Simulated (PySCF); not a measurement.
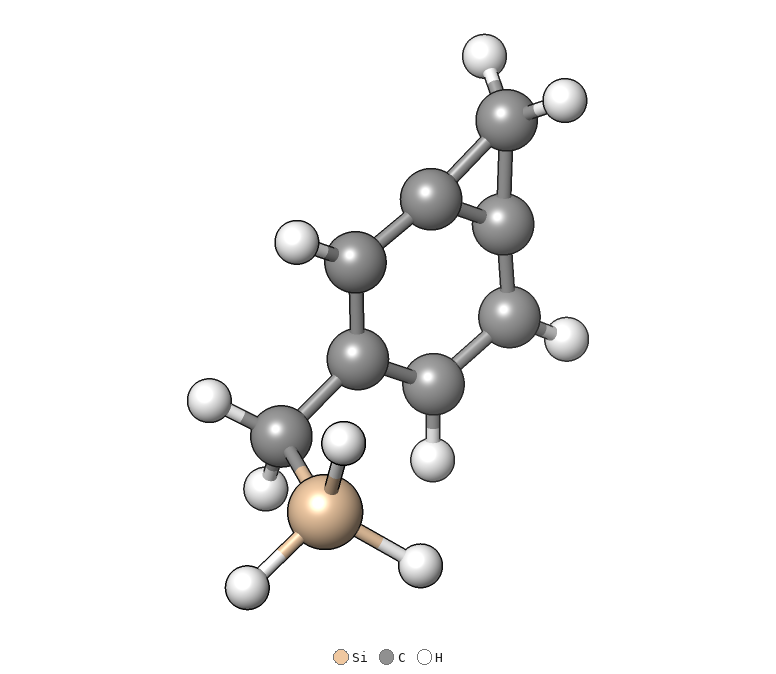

Computed geometry: PBE0-D3(BJ)/def2-SVP optimisation. No frequency run is at hand to confirm it as a minimum. Program: PySCF 2.14.0.

Compare HOMO–LUMO gap (eV), HOMO energy (eV), dipole (D) at these levels: PBE0/pcSseg-1; PBE0/pcSseg-1 in acetone (IEF-PCM); ωB97X-D/def2-SVPD; ωB97X-D/def2-SVPD in acetone (IEF-PCM); ωB97X-D/pcSseg-1.

```
                                 level  HOMO–LUMO gap (eV)  HOMO energy (eV)  dipole (D)
                         PBE0/pcSseg-1                6.12             −6.60        0.50
    PBE0/pcSseg-1 in acetone (IEF-PCM)                6.11             −6.60        0.75
                     ωB97X-D/def2-SVPD                9.47             −8.28        0.54
ωB97X-D/def2-SVPD in acetone (IEF-PCM)                9.47             −8.28        0.79
                      ωB97X-D/pcSseg-1                9.55             −8.32        0.48
```
